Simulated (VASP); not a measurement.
# NiSb (Breithauptite) with AM05 + U: from relaxation to properties, part 11 of 11

Aim: relax NiSb (Breithauptite), then compute properties on the relaxed cell. The start is a cell from a database of measured crystal structures.

VASP 6.6.1, plane waves and PAW; the level of theory is named at each step.

Still holding for the runs below: This run allows spin, but its moments start at zero, where symmetry between the spins tends to hold them, although Ni can carry a moment. A U on the itinerant d states of such a compound is hard to justify; it moves the bands at the Fermi level.

So far. Step 11 (Bands along the symmetry lines (AM05 + U)): There is no gap at this level. Step 12 (Total and projected DOS (AM05 + U)): The finer mesh and the other smearing move the Fermi level by -0.05 eV from the 6×6×4 run, one measure of the sampling error in the zero of the bands above. Of the states within 0.3 eV of the Fermi level, the largest shares in the PAW spheres are Ni d 45 %, Sb p 16 % and Ni p 7 %. The relaxed cell has a = 3.849, c = 5.045 Å (conventional setting).

The database entry behind the starting cell differs from later determinations by our own check (c about 0.3 % short), so it need not match the best structure at ambient conditions.

### 13. Zone-centre phonons (AM05 + U)

Level of this step: AM05, DFT+U (Ni d 4 eV), zero-moment start; plane waves and PAW (Ni, Sb) (VASP).

Zone-centre modes test whether the atoms sit at a minimum within this cell. IBRION = 6 takes the force constants from differences of forces between displaced cells, so the forces must be tight.

INCAR

```
SYSTEM = NiSb
PREC = Accurate
ENCUT = 400
EDIFF = 1E-08
NELM = 100
ISMEAR = 1
SIGMA = 0.2
LREAL = .FALSE.
ALGO = Normal
GGA = AM
NBANDS = 23
ISPIN = 2
MAGMOM = -0 -0 0 0
LDAU = .TRUE.
LDAUTYPE = 2
LDAUL = 2 -1
LDAUU = 4 0
LDAUJ = 0 0
LDAUPRINT = 1
LASPH = .TRUE.
LMAXMIX = 4
LORBIT = 11
LWAVE = .FALSE.
LCHARG = .FALSE.
KPAR = 8
IBRION = 6
NFREE = 2
POTIM = 0.015
ISIF = 2
NSW = 1
```

POSCAR

```
NiSb
1.0
    3.8489803542      0.0000000000      0.0000000000
   -1.9244901771      3.3333147654      0.0000000000
    0.0000000000      0.0000000000      5.0447321156
Ni Sb
2 2
Direct
    0.0000000000      0.0000000000      0.0000000000
    0.0000000000      0.0000000000      0.5000000000
    0.3333333333      0.6666666667      0.2500000000
    0.6666666667      0.3333333333      0.7500000000
```

KPOINTS

```
Automatic mesh
0
Gamma
12 12 8
0 0 0
```

The projector-augmented-wave data sets are Ni and Sb (PBE family, release 64).

Launch:

```sh
$ mpirun -np 8 vasp_std
```

Log:

```text
[... set-up lines as in an earlier step ...]
 entering main loop
       N       E                     dE             d eps       ncg     rms          rms(c)
DAV:   1     0.158821010833E+03    0.15882E+03   -0.10526E+04  8764   0.112E+03
DAV:   2    -0.919294917191E+01   -0.16801E+03   -0.16021E+03  9258   0.258E+02
DAV:   3    -0.174742239935E+02   -0.82813E+01   -0.81773E+01 10659   0.743E+01
DAV:   4    -0.176175111209E+02   -0.14329E+00   -0.14322E+00  9835   0.947E+00
DAV:   5    -0.176218040211E+02   -0.42929E-02   -0.42928E-02 10901   0.164E+00    0.110E+01
DAV:   6    -0.177470585144E+02   -0.12525E+00   -0.62193E+00  9818   0.461E+01    0.746E+00
DAV:   7    -0.170110547813E+02    0.73600E+00   -0.31648E+00 10357   0.358E+01    0.438E+00
DAV:   8    -0.169372985491E+02    0.73756E-01   -0.44427E-01 10338   0.709E+00    0.561E-01
DAV:   9    -0.169347386249E+02    0.25599E-02   -0.17025E-02 12090   0.146E+00    0.329E-01
DAV:  10    -0.169347337616E+02    0.48634E-05   -0.30499E-03  9551   0.490E-01    0.169E-01
DAV:  11    -0.169347715077E+02   -0.37746E-04   -0.89711E-04 12416   0.485E-01    0.674E-02
DAV:  12    -0.169347883373E+02   -0.16830E-04   -0.20854E-04  9755   0.128E-01    0.573E-02
DAV:  13    -0.169347830430E+02    0.52943E-05   -0.20283E-05 12705   0.408E-02    0.465E-03
DAV:  14    -0.169347836247E+02   -0.58172E-06   -0.32929E-06 10552   0.148E-02    0.407E-03
DAV:  15    -0.169347836316E+02   -0.69135E-08   -0.75670E-08 11047   0.319E-03
   1 F= -.16934784E+02 E0= -.16935210E+02  d E =0.127908E-02  mag=    -0.0000
 Found     4 degrees of freedom:
 Finite differences POTIM= 0.01500 DOF=   4
 bond charge predicted
       N       E                     dE             d eps       ncg     rms          rms(c)
DAV:   1    -0.169337690650E+02    0.10146E-02   -0.10659E+00 29454   0.587E+00    0.103E-01
DAV:   2    -0.169342057966E+02   -0.43673E-03   -0.54402E-03 34781   0.726E-01    0.785E-02
DAV:   3    -0.169341876147E+02    0.18182E-04   -0.44670E-04 35418   0.588E-01    0.735E-02
DAV:   4    -0.169341342685E+02    0.53346E-04   -0.23370E-04 36820   0.457E-01    0.361E-02
DAV:   5    -0.169341196729E+02    0.14596E-04   -0.85043E-05 35311   0.234E-01    0.158E-02
DAV:   6    -0.169341177217E+02    0.19511E-05   -0.17084E-05 40450   0.980E-02    0.318E-03
DAV:   7    -0.169341177665E+02   -0.44768E-07   -0.14825E-06 34656   0.150E-02    0.157E-03
DAV:   8    -0.169341177963E+02   -0.29802E-07   -0.13775E-07 45880   0.479E-03    0.426E-04
DAV:   9    -0.169341177928E+02    0.35279E-08   -0.18666E-08 21046   0.250E-03
   2 F= -.16934118E+02 E0= -.16934543E+02  d E =0.127621E-02  mag=    -0.0000
[...]
3 F= -.16934118E+02 E0= -.16934543E+02  d E =0.127623E-02  mag=     0.0000
[...]
4 F= -.16933705E+02 E0= -.16934130E+02  d E =0.127409E-02  mag=     0.0000
[...]
5 F= -.16933705E+02 E0= -.16934130E+02  d E =0.127409E-02  mag=     0.0000
[...]
6 F= -.16933870E+02 E0= -.16934297E+02  d E =0.128134E-02  mag=     0.0000
[...]
7 F= -.16933870E+02 E0= -.16934297E+02  d E =0.128132E-02  mag=    -0.0000
[...]
8 F= -.16933952E+02 E0= -.16934371E+02  d E =0.125846E-02  mag=     0.0000
 Finite differences progress:
  Degree of freedom:   4/  4
  Displacement:        1/  2
  Total:               7/  8
 bond charge predicted
       N       E                     dE             d eps       ncg     rms          rms(c)
DAV:   1    -0.169331906394E+02    0.76093E-03   -0.16333E-01 12150   0.252E+00    0.138E-01
DAV:   2    -0.169339748706E+02   -0.78423E-03   -0.81784E-03 14446   0.732E-01    0.102E-01
DAV:   3    -0.169340095407E+02   -0.34670E-04   -0.58715E-04 15967   0.689E-01    0.997E-02
DAV:   4    -0.169339668157E+02    0.42725E-04   -0.54883E-04 14327   0.666E-01    0.428E-02
DAV:   5    -0.169339517569E+02    0.15059E-04   -0.70490E-05 16696   0.229E-01    0.796E-03
DAV:   6    -0.169339518412E+02   -0.84335E-07   -0.90064E-06 14993   0.332E-02    0.461E-03
DAV:   7    -0.169339515757E+02    0.26554E-06   -0.13532E-06 14854   0.184E-02    0.112E-03
DAV:   8    -0.169339515997E+02   -0.24039E-07   -0.27660E-07 14892   0.105E-02    0.148E-03
DAV:   9    -0.169339515904E+02    0.93341E-08   -0.87107E-08 14193   0.735E-03
   9 F= -.16933952E+02 E0= -.16934371E+02  d E =0.125844E-02  mag=     0.0000
 Finite differences progress:
  Degree of freedom:   4/  4
  Displacement:        2/  2
  Total:               8/  8
```

Wall time 8.7 min (8 MPI ranks of AMD EPYC 7R43, shared host); peak memory 7.6 GiB; 69 min of CPU time.

From OUTCAR (step 13):

```text
   k-points           NKPTS =     95   k-points in BZ     NKDIM =     95   number of bands    NBANDS=     23

   NELECT =      30.0000    total number of electrons

atom =   1  type =  1  l = 2

 onsite density matrix

spin component  1

  0.8736  0.0000  0.0000  0.0455 -0.0000
  0.0000  0.8658  0.0000 -0.0000  0.0455
  0.0000  0.0000  0.8901 -0.0000 -0.0000
  0.0455 -0.0000 -0.0000  0.8658 -0.0000
 -0.0000  0.0455 -0.0000 -0.0000  0.8736

spin component  2

  0.8736 -0.0000 -0.0000  0.0455  0.0000
 -0.0000  0.8658 -0.0000  0.0000  0.0455
 -0.0000 -0.0000  0.8901  0.0000 -0.0000
  0.0455  0.0000  0.0000  0.8658  0.0000
  0.0000  0.0455 -0.0000  0.0000  0.8736

 occupancies and eigenvectors

  o =  0.8240  v =  0.0072 -0.7368  0.0000 -0.0078  0.6760  0.0000  0.0000  0.0000  0.0000  0.0000      0.0000  0.0000  0.0000  0.0000  0.0000  0.0000  0.0000  0.0000  0.0000  0.0000
  o =  0.8240  v = -0.6760 -0.0078  0.0000  0.7368  0.0072  0.0000  0.0000  0.0000  0.0000  0.0000      0.0000  0.0000  0.0000  0.0000  0.0000  0.0000  0.0000  0.0000  0.0000  0.0000
  o =  0.8240  v =  0.0000  0.0000  0.0000  0.0000  0.0000 -0.6593 -0.1629 -0.0000  0.7186  0.1494      0.0000  0.0000  0.0000  0.0000  0.0000  0.0000  0.0000  0.0000  0.0000  0.0000
  o =  0.8240  v =  0.0000  0.0000  0.0000  0.0000  0.0000  0.1494 -0.7186  0.0000 -0.1629  0.6593      0.0000  0.0000  0.0000  0.0000  0.0000  0.0000  0.0000  0.0000  0.0000  0.0000
  o =  0.8901  v =  0.0000  0.0000  1.0000 -0.0000  0.0000  0.0000  0.0000  0.0000  0.0000  0.0000      0.0000  0.0000  0.0000  0.0000  0.0000  0.0000  0.0000  0.0000  0.0000  0.0000
  o =  0.8901  v =  0.0000  0.0000  0.0000  0.0000  0.0000  0.0000 -0.0000 -1.0000 -0.0000 -0.0000      0.0000  0.0000  0.0000  0.0000  0.0000  0.0000  0.0000  0.0000  0.0000  0.0000
  o =  0.9154  v =  0.0000  0.0000  0.0000  0.0000  0.0000  0.1285 -0.6657  0.0000  0.1179 -0.7256      0.0000  0.0000  0.0000  0.0000  0.0000  0.0000  0.0000  0.0000  0.0000  0.0000
  o =  0.9154  v =  0.0000  0.0000  0.0000  0.0000  0.0000 -0.7256 -0.1179 -0.0000 -0.6657 -0.1285      0.0000  0.0000  0.0000  0.0000  0.0000  0.0000  0.0000  0.0000  0.0000  0.0000
  o =  0.9154  v = -0.7044 -0.1985  0.0000 -0.6462 -0.2164  0.0000  0.0000  0.0000  0.0000  0.0000      0.0000  0.0000  0.0000  0.0000  0.0000  0.0000  0.0000  0.0000  0.0000  0.0000
  o =  0.9154  v =  0.2164 -0.6462  0.0000  0.1985 -0.7044  0.0000  0.0000  0.0000  0.0000  0.0000      0.0000  0.0000  0.0000  0.0000  0.0000  0.0000  0.0000  0.0000  0.0000  0.0000

atom =   2  type =  1  l = 2

 onsite density matrix

spin component  1

  0.8736 -0.0000  0.0000 -0.0457 -0.0000
 -0.0000  0.8650 -0.0000 -0.0000 -0.0457
  0.0000 -0.0000  0.8902  0.0000 -0.0000
 -0.0457 -0.0000  0.0000  0.8650  0.0000
 -0.0000 -0.0457 -0.0000  0.0000  0.8736

spin component  2

  0.8736  0.0000 -0.0000 -0.0457  0.0000
  0.0000  0.8650  0.0000  0.0000 -0.0457
 -0.0000  0.0000  0.8902 -0.0000 -0.0000
 -0.0457  0.0000 -0.0000  0.8650 -0.0000
  0.0000 -0.0457 -0.0000 -0.0000  0.8736

 occupancies and eigenvectors

  o =  0.8233  v =  0.0000  0.0000  0.0000  0.0000  0.0000 -0.6563  0.1649 -0.0000 -0.7208  0.1501      0.0000  0.0000  0.0000  0.0000  0.0000  0.0000  0.0000  0.0000  0.0000  0.0000
  o =  0.8233  v =  0.0000  0.0000  0.0000  0.0000  0.0000  0.1501  0.7208  0.0000  0.1649  0.6563      0.0000  0.0000  0.0000  0.0000  0.0000  0.0000  0.0000  0.0000  0.0000  0.0000
  o =  0.8233  v =  0.0067  0.7394  0.0000  0.0073  0.6732  0.0000  0.0000  0.0000  0.0000  0.0000      0.0000  0.0000  0.0000  0.0000  0.0000  0.0000  0.0000  0.0000  0.0000  0.0000
  o =  0.8233  v = -0.6732  0.0073  0.0000 -0.7394  0.0067  0.0000  0.0000  0.0000  0.0000  0.0000      0.0000  0.0000  0.0000  0.0000  0.0000  0.0000  0.0000  0.0000  0.0000  0.0000
  o =  0.8902  v =  0.0000  0.0000  0.0000  0.0000  0.0000  0.0000  0.0000 -1.0000  0.0000 -0.0000      0.0000  0.0000  0.0000  0.0000  0.0000  0.0000  0.0000  0.0000  0.0000  0.0000
[...]
1.924490  1.111105  3.783549     0.000037    0.403145    0.000000

   4 f  =    5.226265 THz    32.837589 2PiTHz  174.329422 cm-1    21.614084 meV
             X         Y         Z           dx          dy          dz
      0.000000  0.000000  0.000000    -0.000000   -0.000000    0.580634
      0.000000  0.000000  2.522366    -0.000000   -0.000000    0.580634
     -0.000000  2.222210  1.261183     0.000000    0.000000   -0.403564
      1.924490  1.111105  3.783549    -0.000000   -0.000000   -0.403564

   5 f  =    4.562314 THz    28.665866 2PiTHz  152.182424 cm-1    18.868207 meV
             X         Y         Z           dx          dy          dz
      0.000000  0.000000  0.000000     0.000000    0.000000    0.000000
      0.000000  0.000000  2.522366     0.000000    0.000000    0.000000
     -0.000000  2.222210  1.261183    -0.000000   -0.000000    0.707107
      1.924490  1.111105  3.783549     0.000000    0.000000   -0.707107

   6 f  =    4.435498 THz    27.869055 2PiTHz  147.952281 cm-1    18.343737 meV
             X         Y         Z           dx          dy          dz
      0.000000  0.000000  0.000000    -0.707107   -0.000113   -0.000000
      0.000000  0.000000  2.522366     0.707107    0.000113    0.000000
     -0.000000  2.222210  1.261183     0.000000   -0.000000   -0.000000
      1.924490  1.111105  3.783549    -0.000000    0.000000   -0.000000

   7 f  =    4.435498 THz    27.869055 2PiTHz  147.952281 cm-1    18.343737 meV
             X         Y         Z           dx          dy          dz
      0.000000  0.000000  0.000000    -0.000113    0.707107   -0.000000
      0.000000  0.000000  2.522366     0.000113   -0.707107    0.000000
     -0.000000  2.222210  1.261183    -0.000000   -0.000000    0.000000
      1.924490  1.111105  3.783549     0.000000    0.000000    0.000000

   8 f  =    4.281234 THz    26.899788 2PiTHz  142.806600 cm-1    17.705754 meV
             X         Y         Z           dx          dy          dz
      0.000000  0.000000  0.000000     0.000000    0.000000   -0.000000
      0.000000  0.000000  2.522366    -0.000000   -0.000000   -0.000000
     -0.000000  2.222210  1.261183     0.707107    0.000006    0.000000
      1.924490  1.111105  3.783549    -0.707107   -0.000006   -0.000000

   9 f  =    4.281234 THz    26.899788 2PiTHz  142.806600 cm-1    17.705754 meV
             X         Y         Z           dx          dy          dz
      0.000000  0.000000  0.000000    -0.000000    0.000000    0.000000
      0.000000  0.000000  2.522366     0.000000   -0.000000   -0.000000
     -0.000000  2.222210  1.261183    -0.000006    0.707107    0.000000
      1.924490  1.111105  3.783549     0.000006   -0.707107   -0.000000

  10 f/i=    0.001473 THz     0.009253 2PiTHz    0.049123 cm-1     0.006090 meV
             X         Y         Z           dx          dy          dz
      0.000000  0.000000  0.000000    -0.134866    0.379917   -0.000000
      0.000000  0.000000  2.522366    -0.134866    0.379917   -0.000000
     -0.000000  2.222210  1.261183    -0.194340    0.547454   -0.000000
      1.924490  1.111105  3.783549    -0.194340    0.547454   -0.000000

  11 f/i=    0.001473 THz     0.009253 2PiTHz    0.049123 cm-1     0.006090 meV
             X         Y         Z           dx          dy          dz
      0.000000  0.000000  0.000000     0.379917    0.134866   -0.000000
      0.000000  0.000000  2.522366     0.379917    0.134866   -0.000000
     -0.000000  2.222210  1.261183     0.547454    0.194340   -0.000000
      1.924490  1.111105  3.783549     0.547454    0.194340   -0.000000

  12 f/i=    0.002604 THz     0.016362 2PiTHz    0.086862 cm-1     0.010770 meV
             X         Y         Z           dx          dy          dz
      0.000000  0.000000  0.000000     0.000000   -0.000000   -0.403564
      0.000000  0.000000  2.522366     0.000000   -0.000000   -0.403564
     -0.000000  2.222210  1.261183     0.000000   -0.000000   -0.580634
      1.924490  1.111105  3.783549     0.000000   -0.000000   -0.580634

 ELASTIC MODULI CONTR FROM IONIC RELAXATION (kBar)
 Direction    XX          YY          ZZ          XY          YZ          ZX
 --------------------------------------------------------------------------------
 XX        -239.8939    239.8939     -0.0000      0.0000      0.0000      0.0000
 YY         239.8939   -239.8939      0.0000     -0.0000      0.0000      0.0000
 ZZ          -0.0000      0.0000     -0.0000     -0.0000      0.0000      0.0000
 XY           0.0000     -0.0000     -0.0000   -239.8939      0.0000      0.0000
 YZ           0.0000      0.0000      0.0000      0.0000      0.0000      0.0000
 ZX           0.0000      0.0000      0.0000      0.0000      0.0000      0.0000
 --------------------------------------------------------------------------------

[... 8 parts as in an earlier step ...]

[... 10 further parts left out ...]
[key lines of the parts left out:]
E-fermi :  10.5067
```

The last energy, forces, stress and levels in OUTCAR belong to the last displaced cell, not to the cell of POSCAR.

Numbers from this step:

| Quantity | Value |
| --- | --- |
| bands | 23 |
| irreducible k points | 95 |
| pressure of the cell | -0.1132 GPa |
| largest force of the cell | 0 eV/Å |

Modes at Γ, with each element's share of the kinetic energy:

```
mode  frequency (cm⁻¹)  symmetry  Ni %  Sb %
   1              -0.1  acoustic    33    67
   2               0.0  acoustic    33    67
   3               0.0  acoustic    33    67
   4             142.8       E2g     0   100
   5             142.8       E2g     0   100
   6             148.0       E2u   100     0
   7             148.0       E2u   100     0
   8             152.2        Bg     0   100
   9             174.3       A2u    67    33
  10             221.1       E1u    67    33
  11             221.1       E1u    67    33
  12             261.7        Bu   100     0
```

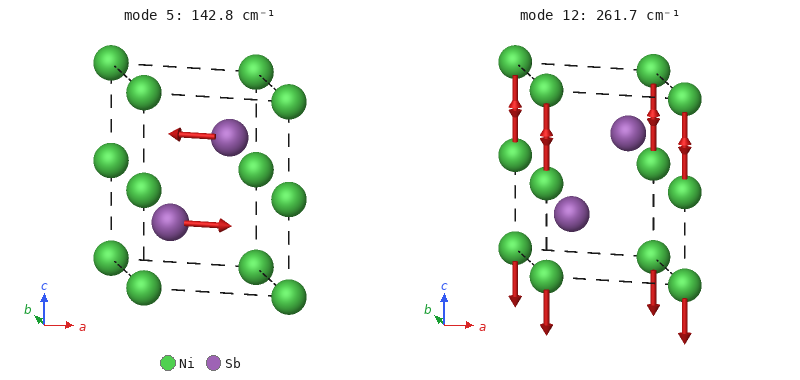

Displacement patterns of modes 5 and 12 at Γ; arrows are exaggerated. Some periodic images of atoms are drawn too.

The three acoustic modes lie within 0.1 cm⁻¹ of zero, and all others are real. By the characters of their eigenvectors the optical modes sort into (cm⁻¹) Raman active: E2g 143; infrared active: A2u 174, E1u 221; silent: E2u 148, Bg 152, Bu 262. B labels carry no number here, since it depends on the setting of the axes. With a centre of inversion no mode is active in both.

### 14. Results

```
relaxed volume                            : 16.18 Å³/atom
relaxed conventional cell a, b, c         : 3.849, 3.849, 5.045 Å; angles 90.0, 90.0, 120.0°
space group after relaxing, within 0.02 Å : P6_3/mmc (No. 194)
moment of the cell                        : 0 μB
band gap                                  : none, a metal
DOS at the Fermi level                    : 1.64 states/eV/cell
highest zone-centre mode                  : 262 cm⁻¹
```

In words: With AM05 + U, NiSb (Breithauptite) relaxes to 16.18 Å³/atom in space group P6_3/mmc (held by the symmetry of the run) and comes out as a metal. Against the listed cell the volume lies -5.4 % (a -2.0 %, c -1.5 %). Bands along the symmetry lines (AM05 + U): Of the bands kept, 4 cross the Fermi level on this path. Zone-centre phonons (AM05 + U): The highest mode in this list at Γ, 261.7 cm⁻¹, is mostly motion of Ni (100 % of the kinetic energy). Spin-orbit coupling is left out, and with elements this heavy it would split and shift bands near the Fermi level. The k-sampling is coarse for a metal, so the Fermi level, pressures and the shape of the cell carry errors. Modes at Γ alone can't show that the crystal is stable at other wave vectors. In such a metal, moments, volume and the states at the Fermi level hinge on the chosen U. No search among competing phases was made, and a listed structure need not be the one stable at ambient conditions. All values are for a static lattice at zero temperature.

[Lines on the potential files, build, host, timing and source positions are cut from VASP's logs without a mark.]

[Logs are printed without paths, hosts, clocks, repeated set-up lines and the standing remarks that a program may print on its own settings, such as how far it seeks lower states.]

[Hosts, paths, dates, database ids (printed as entryN), source tags and the programs' standing remarks are cut or masked in the printed files.]

[A measured line is paired with the nearest computed mode of its activity, which favours agreement.]
